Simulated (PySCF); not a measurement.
**C₅H₆BFO (SMILES O=C1C=CB(F)CC1): density, localisation and related maps**

Input

```
{"job": {"kind": "uv", "xc": "CAM-B3LYP", "basis": "def2-SVPD", "nstates": 8, "ntriplets": 3}, "charge": 0, "multiplicity": 1}
O     -0.481688    -2.557311     0.447692
C     -0.175361    -1.442982     0.087214
C      1.241902    -1.018075     0.035062
C      1.626833     0.265616     0.024506
B      0.564361     1.395106     0.111437
F      0.934440     2.661779     0.198200
C     -0.958001     0.983785     0.158238
C     -1.196442    -0.432440    -0.382674
H      1.954096    -1.834238     0.056103
H      2.686524     0.487624    -0.000564
H     -1.277743     1.010705     1.205362
H     -1.607081     1.689758    -0.363028
H     -1.120167    -0.412218    -1.474274
H     -2.192350    -0.797582    -0.125442
```

Command:

```sh
OMP_NUM_THREADS=1 python probes_run.py task.json out
```

Geometry: GFN2-xTB.

Computed with CAM-B3LYP/def2-SVPD, SCF density, gas phase in PySCF.

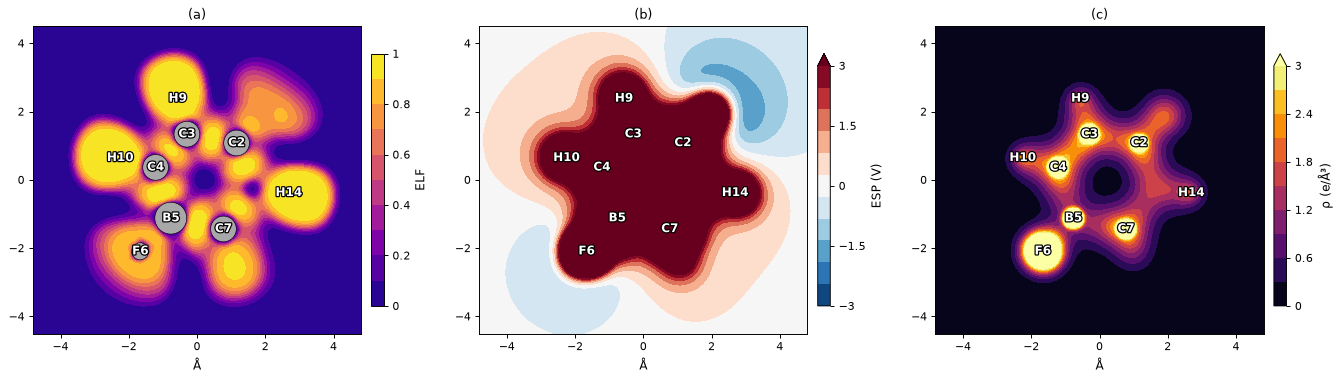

Figure 1. (a) ELF; (b) electrostatic potential; (c) electron density on the plane of atoms C4, B5 and F6. Grey discs cover the atomic cores in the ELF map.

### Interpret the plot.

- Atoms in the plane: C, B, F and H.
- B–F (1.32 Å): ρ at the midpoint is about 2.2 e/Å³; the ELF peaks at about 0.85 between the atoms (a shared but strongly polarised pair).
- C–C (1.34 Å): ρ at the midpoint is about 2.3 e/Å³; the ELF peaks at about 0.95 between the atoms; a multiple bond.
- C–B (1.55 Å): the density is about 1.5 e/Å³ at the midpoint; the ELF peaks at about 1 between the atoms; localised, covalent bonding.
- C–H (1.08 Å): ρ at the midpoint is about 2 e/Å³; the ELF climbs to about 1 towards the hydrogen, as it does in any bond to H (an ordinary covalent bond to hydrogen).
- C–C (1.48 Å): ρ is about 1.9 e/Å³ halfway; the ELF peaks at about 0.95 between the atoms: a covalent bond.
- The ELF also peaks beside F6 and O1, away from the bonds: lone-pair regions.
- Outside the dense part of the molecule the potential is most negative (−1.7 V) near O1, which lies off the plane.

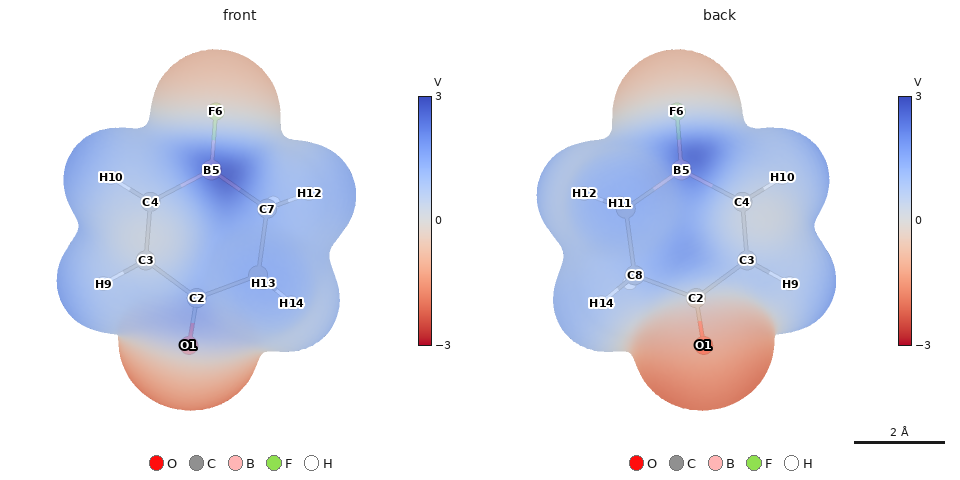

Figure 2. The molecular electrostatic potential painted on the density surface at 0.004 e/bohr³, seen from the front and from behind; the colour scale runs from red (negative) to blue (positive).

### Where is the surface potential most negative and most positive?

The most negative region (about −1.9 V) lies over O1, the most positive (about +2.5 V) over B5. O1 is the likeliest acceptor of a hydrogen bond.

### How polar is the molecule by this calculation?

Its dipole moment is 1.94 D.
